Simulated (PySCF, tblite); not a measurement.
# CH5N2OSi radical: geometry, infrared bands and EPR parameters

Aim: predict the infrared bands and EPR parameters of CH5N2OSi radical (`N[SiH]C(N)=O`).

Computed with tblite 0.8.0 and PySCF 2.14.0, with density-fitted response routines of our own, on a single molecule in the gas phase. Atoms are numbered from 0 throughout.

### Step 1. The starting structure

10 atoms, charge 0, multiplicity 2; geometry from: force field or distance geometry start.

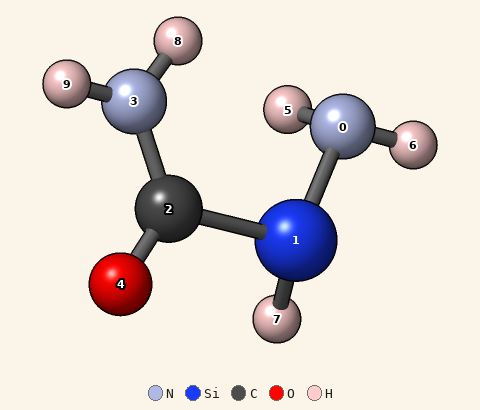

As it starts; nitrogen light blue, silicon blue, carbon dark grey, oxygen red, hydrogen pink, atoms numbered.

### Step 2. Relaxing the molecule with GFN2-xTB

Job settings and geometry (Å):

```
{"job": {"kind": "relax", "xc": "GFN2-xTB", "basis": "xTB"}, "charge": 0, "multiplicity": 2}
N      1.311500     0.885700     0.675700
Si     0.883000    -0.748700     0.341300
C     -0.878400    -0.877100    -0.337200
N     -1.663000     0.261800    -0.361000
O     -1.271600    -1.962500    -0.740300
H      1.400200     1.364800    -0.220900
H      2.232600     0.912400     1.089800
H      1.918300    -1.160500    -0.633300
H     -1.315000     1.131600     0.017200
H     -2.608700     0.197200    -0.710100
```

The run is started by

```
> OMP_NUM_THREADS=1 python probes_run.py task.json out
```

The driver reads the jobs from task.json and runs them one after another.

Log:

```text
step      E/eV     max force
  0    -442.55873    1.099
  1    -442.59370    0.582
  2    -442.61958    0.567
  3    -442.65975    0.568
  4    -442.69944    0.803
  5    -442.74694    0.836
  6    -442.77757    0.504
  7    -442.79266    0.345
  8    -442.79900    0.289
  9    -442.80879    0.278
 10    -442.81561    0.305
 11    -442.82174    0.204
 12    -442.82524    0.214
 13    -442.82764    0.158
 14    -442.82926    0.111
 15    -442.83066    0.119
 16    -442.83192    0.140
 17    -442.83316    0.139
 18    -442.83455    0.110
 19    -442.83627    0.121
 20    -442.83850    0.138
 21    -442.84142    0.198
 22    -442.84470    0.185
 23    -442.84752    0.137
 24    -442.84936    0.117
 25    -442.85047    0.076
 26    -442.85125    0.100
 27    -442.85192    0.073
 28    -442.85255    0.081
 29    -442.85330    0.100
 30    -442.85449    0.136
 31    -442.85609    0.171
 32    -442.85758    0.130
 33    -442.85847    0.071
 34    -442.85897    0.071
 35    -442.85950    0.097
 36    -442.86020    0.111
 37    -442.86082    0.082
 38    -442.86117    0.046
 39    -442.86135    0.037
 40    -442.86153    0.046
 41    -442.86176    0.058
 42    -442.86199    0.051
 43    -442.86217    0.036
 44    -442.86232    0.034
 45    -442.86247    0.039
 46    -442.86263    0.034
 47    -442.86276    0.023
 48    -442.86281    0.018
 49    -442.86284    0.013
 50    -442.86286    0.013
 51    -442.86288    0.012
 52    -442.86290    0.015
 53    -442.86292    0.015
 54    -442.86294    0.015
 55    -442.86296    0.014
 56    -442.86299    0.012
 57    -442.86301    0.015
 58    -442.86305    0.017
 59    -442.86308    0.018
 60    -442.86311    0.018
 61    -442.86314    0.017
 62    -442.86317    0.013
 63    -442.86319    0.011
 64    -442.86320    0.009
```

Wall time 0.26 s (1 thread of Arm Neoverse V1, shared host).

Relaxation path: (not every step is listed)

| step | energy from step 0 (eV) | largest force (eV/Å) |
| --- | --- | --- |
| 0 | 0.0000 | 1.0988 |
| 1 | -0.0350 | 0.5817 |
| 2 | -0.0608 | 0.5672 |
| 3 | -0.1010 | 0.5681 |
| 4 | -0.1407 | 0.8027 |
| 5 | -0.1882 | 0.8363 |
| 6 | -0.2188 | 0.5036 |
| 7 | -0.2339 | 0.3445 |
| 8 | -0.2403 | 0.2893 |
| 13 | -0.2689 | 0.1576 |
| 18 | -0.2758 | 0.1097 |
| 23 | -0.2888 | 0.1374 |
| 28 | -0.2938 | 0.0809 |
| 33 | -0.2997 | 0.0707 |
| 38 | -0.3024 | 0.0459 |
| 43 | -0.3034 | 0.0359 |
| 48 | -0.3041 | 0.0185 |
| 53 | -0.3042 | 0.0150 |
| 58 | -0.3043 | 0.0165 |
| 59 | -0.3043 | 0.0178 |
| 60 | -0.3044 | 0.0179 |
| 61 | -0.3044 | 0.0167 |
| 62 | -0.3044 | 0.0129 |
| 63 | -0.3045 | 0.0107 |
| 64 | -0.3045 | 0.0091 |

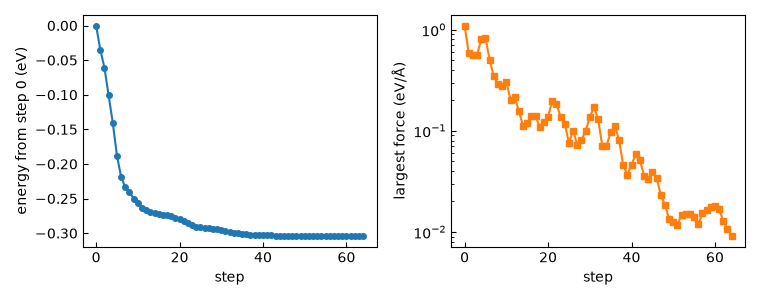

Energy and largest force along the relaxation.

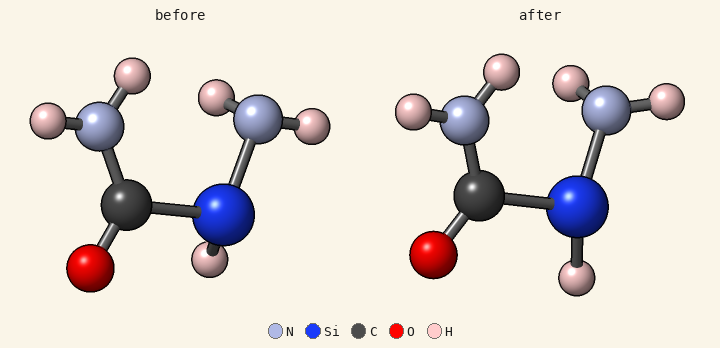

The geometry before (left) and after (right).

Close pairs (by a distance rule), those that changed most:

| bond | before (Å) | after (Å) | change (Å) |
| --- | --- | --- | --- |
| C2–N3 | 1.383 | 1.357 | -0.027 |
| Si1–H7 | 1.480 | 1.458 | -0.022 |
| Si1–C2 | 1.892 | 1.879 | -0.012 |
| N0–Si1 | 1.722 | 1.732 | +0.010 |
| N0–H5 | 1.020 | 1.013 | -0.007 |
| N3–H8 | 1.010 | 1.004 | -0.007 |
| N3–H9 | 1.010 | 1.008 | -0.003 |
| N0–H6 | 1.010 | 1.008 | -0.002 |

The end geometry stands in the next job.

### Step 3. Harmonic vibrations with GFN2-xTB

Job settings and geometry (Å):

```
{"job": {"kind": "ir", "xc": "GFN2-xTB", "basis": "xTB"}, "charge": 0, "multiplicity": 2}
N      1.334187     0.929217     0.479861
Si     0.902694    -0.733804     0.258608
C     -0.829416    -0.828585    -0.464632
N     -1.657503     0.216089    -0.212614
O     -1.200206    -1.819626    -1.075082
H      1.486069     1.501693    -0.342181
H      2.046355     1.146456     1.159843
H      1.848672    -1.640738    -0.380529
H     -1.318070     1.035993     0.256095
H     -2.603899     0.197960    -0.558078
```

Log:

```text
mode    cm-1     km/mol
  1      82.6      1.79
  2     125.4      1.19
  3     162.2     40.44
  4     255.7    206.74
  5     298.1      4.36
  6     387.4     22.21
  7     419.3     14.47
  8     478.5     33.07
  9     592.7    165.93
 10     598.9     15.48
 11     623.3     93.61
 12     676.6     20.48
 13     808.2     23.82
 14     878.5    141.14
 15    1021.8      2.92
 16    1247.9    266.38
 17    1438.4    118.49
 18    1521.1     32.88
 19    1678.8    487.79
 20    2292.6    309.56
 21    3375.3      7.02
 22    3442.7      8.30
 23    3477.9      1.69
 24    3537.0      7.32
```

Wall time 0.18 s (1 thread of Arm Neoverse V1, shared host).

Which atoms move in the most intense modes:

| cm⁻¹ | km/mol | atoms |
| --- | --- | --- |
| 256 | 206.7 | H8 45 %, H9 17 %, H5 14 %, H6 12 % |
| 593 | 165.9 | H6 37 %, H5 33 %, N0 14 %, H7 10 % |
| 623 | 93.6 | H7 74 % |
| 878 | 141.1 | N0 48 %, Si1 38 % |
| 1248 | 266.4 | C2 59 %, H9 19 %, N3 17 % |
| 1438 | 118.5 | H8 43 %, H9 33 %, N3 18 % |
| 1679 | 487.8 | C2 61 %, O4 34 % |
| 2293 | 309.6 | H7 97 % |

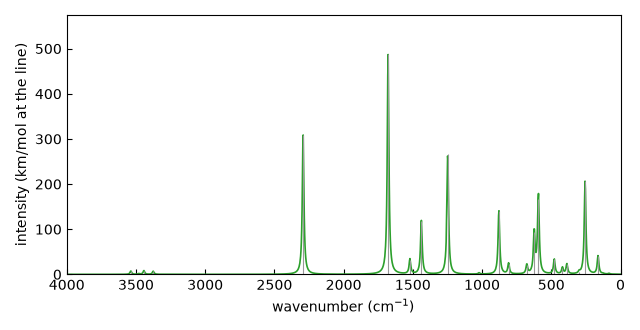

The infrared spectrum from these modes, unscaled. Lines are broadened to a width of 14 cm⁻¹ (Lorentzian).

### Step 4. EPR parameters: B3LYP/pcH-1

Settings changed since step 3:

```diff
@@ -1,2 +1,2 @@
-{"job": {"kind": "ir", "xc": "GFN2-xTB", "basis": "xTB"}, "charge": 0, "multiplicity": 2}
+{"job": {"kind": "epr", "basis": "pcH-1"}, "charge": 0, "multiplicity": 2}
 N      1.334187     0.929217     0.479861
```

Method: UKS B3LYP, pcH-1 on C H N O Si, non-relativistic, mean-field spin-orbit, GIAO.

Log:

```text
UKS, coarse grid
  cycle   1  E = -515.16156296  |g| = 6.92e-01
  cycle   2  E = -513.60364756  |g| = 1.82e+00
  cycle   3  E = -515.30130811  |g| = 3.35e-01
  cycle   4  E = -515.34630944  |g| = 1.39e-01
  cycle   5  E = -515.35413255  |g| = 2.49e-02
  cycle   6  E = -515.35447707  |g| = 1.12e-02
  cycle   7  E = -515.35453259  |g| = 4.14e-03
  cycle   8  E = -515.35454277  |g| = 1.72e-03
  cycle   9  E = -515.35454489  |g| = 4.64e-04
UKS, final grid
  cycle   1  E = -515.35456201  |g| = 5.93e-04
  cycle   2  E = -515.35456167  |g| = 1.16e-03
  cycle   3  E = -515.35456222  |g| = 2.01e-04
  cycle   4  E = -515.35456224  |g| = 7.18e-05
  cycle   5  E = -515.35456225  |g| = 4.57e-05
  cycle   6  E = -515.35456225  |g| = 1.23e-05
E = -515.35456225 Eh   <S^2> = 0.7532 (exact 0.7500)
g shifts (ppm)      1          2          3
  rmc          -147       -147       -147
  gc             48         11         46
  oz_so          19        150       1411
  total         -80         14       1310
hyperfine (MHz)  atom isotope    a_iso     a_fc   dipolar eigenvalues
    0   14N      14.56      14.54     -1.69     -0.91      2.60
    1  29Si    -416.15    -417.27   -173.54     85.60     87.94
    2   13C       8.81       8.83     -5.64     -0.81      6.46
    3   14N       0.77       0.78     -1.43     -0.90      2.32
    4   17O      -5.09      -5.10    -25.08      9.78     15.30
    5    1H      66.32      66.32     -3.91     -1.63      5.54
    6    1H      12.58      12.57     -5.19     -2.56      7.74
    7    1H      66.62      66.61     -9.97      2.15      7.82
    8    1H      -1.51      -1.51     -2.47     -0.65      3.12
    9    1H      -1.35      -1.35     -2.05     -1.21      3.26
```

Run time: 29 s. Hardware: 1 thread of Arm Neoverse V1, shared host; peak memory 0.56 GiB.

Principal g values 2.00224, 2.00233, 2.00363; g(iso) = 2.00273, against 2.00232 for a free electron.

Mean a(iso) over the nuclei that a row names, and the largest dipolar term of the row (other rows stand at the frozen geometry):

| nuclei | isotope | a(iso) (MHz) | a(iso) (G, at g = 2.0023) | largest dipolar term (MHz) |
| --- | --- | --- | --- | --- |
| Si1 | 29Si | -416.1 | -148.5 | -173.5 |
| H7 | 1H | 66.6 | 23.8 | -10.0 |
| H5, H6 | 1H | 39.5 | 14.1 | 7.7 |
| N0 | 14N | 14.6 | 5.2 | 2.6 |
| C2 | 13C | 8.8 | 3.1 | 6.5 |
| O4 | 17O | -5.1 | -1.8 | -25.1 |
| H8, H9 | 1H | -1.4 | -0.5 | 3.3 |
| N3 | 14N | 0.8 | 0.3 | 2.3 |

Mulliken spin populations:

| atom | value (e) |
| --- | --- |
| N0 | -0.01 |
| Si1 | 0.92 |
| C2 | -0.02 |
| N3 | 0.02 |
| O4 | 0.06 |
| H5 | 0.02 |
| H6 | 0.00 |
| H7 | 0.02 |
| H8 | 0.00 |
| H9 | 0.00 |

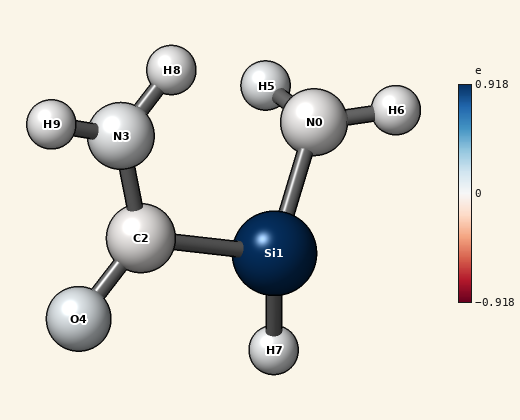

Mulliken spin populations, as colours on the atoms.

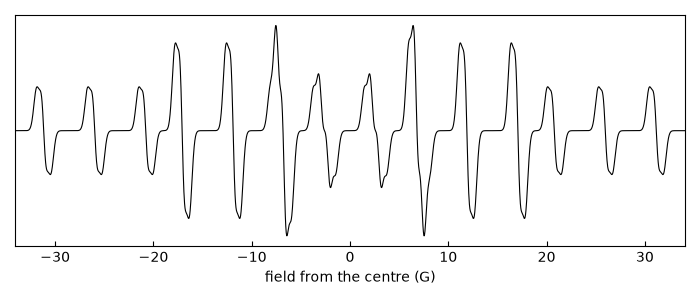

First-order isotropic spectrum (first derivative, main isotopes with spin only, couplings over 0.8 MHz, Gaussian width 0.3 G; couplings of the frozen geometry, rotation of groups not averaged beyond the rows shown).

Orbitals, density, ELF and potential are computed afterwards from the orbital file.

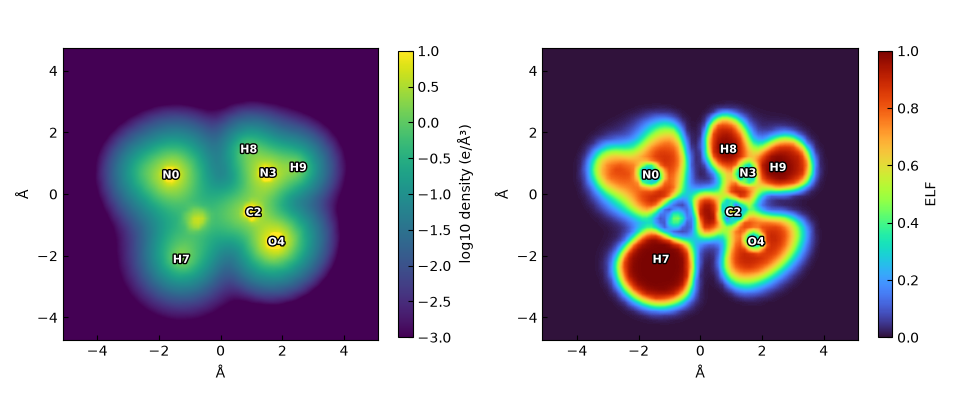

Density (left) and ELF (right) in a plane through or near 7 of the atoms.

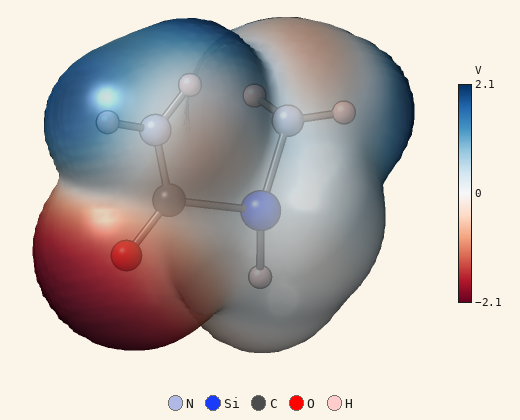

The potential that a unit positive charge feels on the 0.002 e/bohr³ surface, from the 1st to the 99th percentile, from -2.10 V near O4 to 1.94 V near H6.

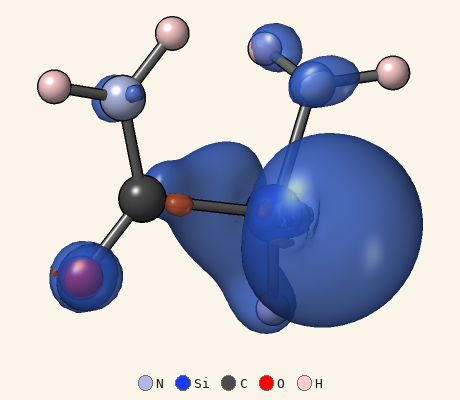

Spin density at ±0.03 e/Å³ (alpha excess blue, beta excess red).

### Step 5. What came out

```
                                 quantity                    value
strongest single infrared mode (GFN2-xTB)    1679 cm⁻¹, 488 km/mol
             zero-point energy (GFN2-xTB)            42.1 kcal/mol
                           g(iso) (B3LYP)                  2.00273
                                     ⟨S²⟩       0.753 (exact 0.75)
       largest a(iso) (averaged by class)  29Si on Si1, -416.1 MHz
    surface potential, 1st and 99th percentile       -2.10 V and 1.94 V
```

Relaxing lowered the energy by 0.304 eV in 64 steps; the close pair that moved most is C2–N3, from 1.383 to 1.357 Å. All 24 modes are real, so the xTB geometry is a minimum. The strongest single mode, at 1679 cm⁻¹, moves mainly C2 and O4. GFN2-xTB is a fitted tight-binding method: band positions and strengths are rough. Its intensities can rank the bands wrongly. Si1 carries the largest spin population, 0.92 e. The isotropic g lies 0.4 ppt above the free-electron value.
